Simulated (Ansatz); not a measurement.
The starting structures come from a database of crystals and need not be the phases stable at ambient conditions.

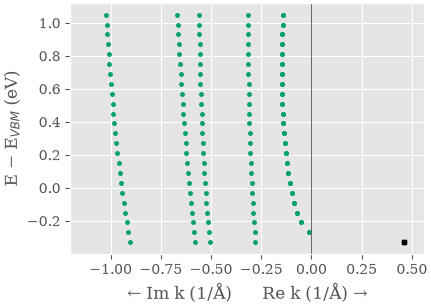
Figure: Complex bands at the centre of the two-dimensional zone; r2SCAN run with Ansatz (a quantum-chemistry and plane-wave program)

No gap correction and no spin-orbit coupling; mid-gap values are interpolated between computed energies.

Q: This is PtS (P4_2/mmc, not sure to be the ambient phase, 4 atoms a cell, 18.7 Å³ an atom) along the normal of (001). Read off the slowest decay at the centre of the two-dimensional zone at 0.39 eV, the computed energy nearest the middle of the gap.

A: κ ≈ 0.14 1/Å, a decay length 1/(2κ) of the density of 3.6 Å.
